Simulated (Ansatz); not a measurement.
# BFH$_{2}$SSe: what the fields show

The calculation's input:

```
crystal:
  periodic: [false, false, false]
  atoms:
    - {symbol: B, position_ang: [-0.092329, -0.618641, 0.424460]}
    - {symbol: F, position_ang: [0.398401, -0.410665, -0.794358]}
    - {symbol: S, position_ang: [-1.825118, -1.095473, 0.651466]}
    - {symbol: Se, position_ang: [1.136970, -0.385615, 1.930010]}
    - {symbol: H, position_ang: [0.131999, -0.718834, 2.956398]}
    - {symbol: H, position_ang: [-2.131646, -1.093998, -0.667694]}
basis:
  gaussian:
    orbitals: def2-TZVPD
total_charge: 0
hamiltonian:
  xc: {name: PBE0}
output:
  forces: true
  orbitals: {seedname: orbitals}
```

Run with:

```sh
ansatz run input.yaml --threads 2 --pin off --max-ram 4350MiB --events-out events.jsonl --progress --plain --runs-dir runs
```

Geometry: B3LYP-D3(BJ)/def2-SVP.

Level of theory: isolated molecule in a Gaussian basis; Kohn-Sham density functional theory, functional PBE0 in Ansatz 0.2.0.

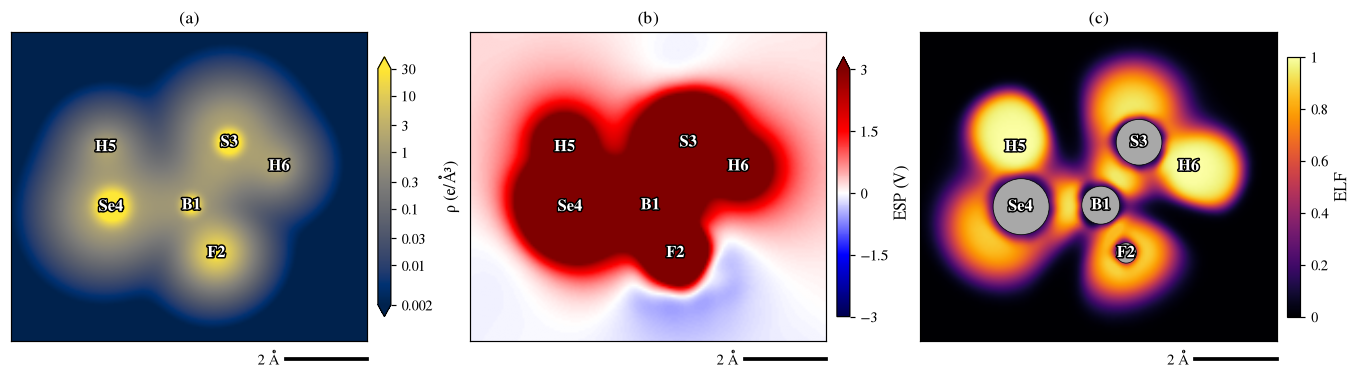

Figure 1. (a) electron density; (b) electrostatic potential; (c) electron localisation function on the molecular plane. Grey discs cover the atomic cores in the ELF map.

**What do the fields say about this system?**

Atoms in the plane: B, F, S, Se and H.
B–F (1.33 Å): the density is about 2.2 e/Å³ at the midpoint; the ELF peaks at about 0.85 between the atoms: a shared but strongly polarised pair.
B–S (1.81 Å): the density is about 1.2 e/Å³ at the midpoint; the ELF peaks at about 0.95 between the atoms: a covalent bond.
B–Se (1.96 Å): ρ at the midpoint is about 1 e/Å³; the ELF peaks at about 0.95 between the atoms (a covalent bond).
S–H (1.35 Å): ρ is about 1.5 e/Å³ halfway; the ELF climbs to about 1 towards the hydrogen, as it does in any bond to H.
Se–H (1.47 Å): ρ is about 1.3 e/Å³ halfway; the ELF climbs to about 1 towards the hydrogen.
The ELF also peaks beside F2, Se4 and S3, away from the bonds: lone-pair regions.
Outside the dense part of the molecule the potential is most negative (−0.6 V) near F2.

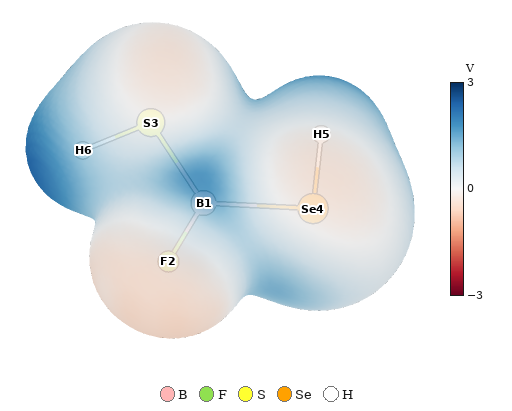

Figure 2. The molecular electrostatic potential painted on the density surface at 0.004 e/bohr³, seen at a tilt; the colour scale runs from red (negative) to blue (positive).

**Where is the surface potential most negative and most positive?**

The most negative region (about −0.5 V) lies over F2, the most positive (about +2.3 V) over H6.

**How polar is the molecule by this calculation?**

Its dipole moment is 0.87 D.

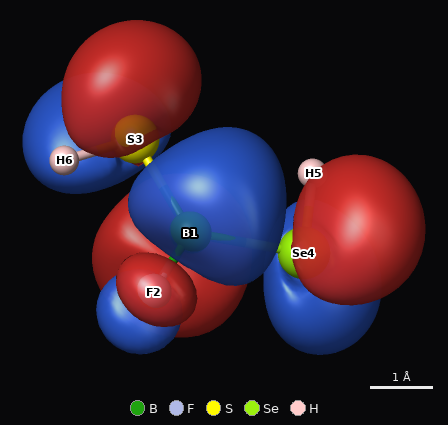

Figure 3. The LUMO at ±0.06 Å⁻³ᐟ² (blue and red are the two phases), seen at a tilt.

**Where does this orbital lie, and at what energy?**

Its weight (Hirshfeld) is mainly on B1 (about 45 %), S3 (about 20 %), Se4 (about 20 %) and F2 (about 10 %); it changes sign across the molecular plane (π type); π-antibonding (a node) across B1–S3 and B1–Se4. Its energy is −0.66 eV.

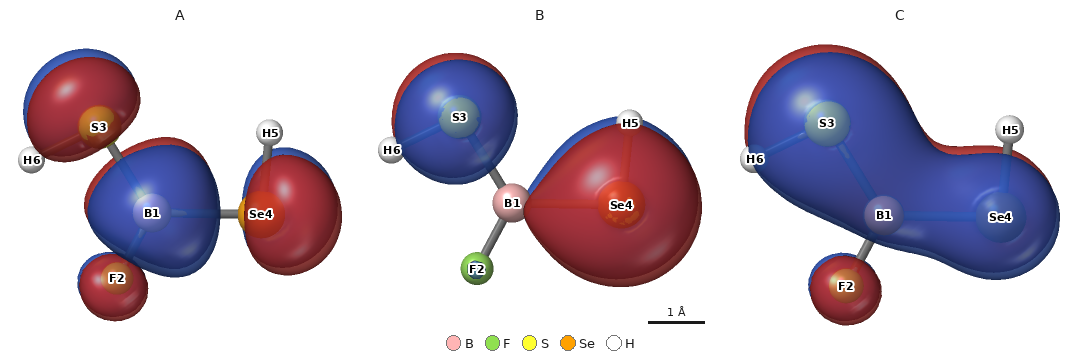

Figure 4. Three frontier orbitals at ±0.08 Å⁻³ᐟ² (blue and red are the two phases), in no order.

**Order the three orbitals by energy and name them.**

C is the HOMO−1 (−8.66 eV). Its weight (Hirshfeld) is mainly on S3 (about 60 %), Se4 (about 20 %) and B1 (about 15 %); it changes sign across the molecular plane (π type); π-bonding across B1–Se4. B is the HOMO (−7.42 eV). Its weight (Hirshfeld) is mainly on Se4 (about 65 %) and S3 (about 25 %); it changes sign across the molecular plane (π type). A is the LUMO (−0.66 eV). Its weight (Hirshfeld) is mainly on B1 (about 45 %), S3 (about 20 %), Se4 (about 20 %) and F2 (about 10 %); it changes sign across the molecular plane (π type); π-antibonding (a node) across B1–S3 and B1–Se4.

**What is the HOMO–LUMO gap?**

6.76 eV between the orbital energies.
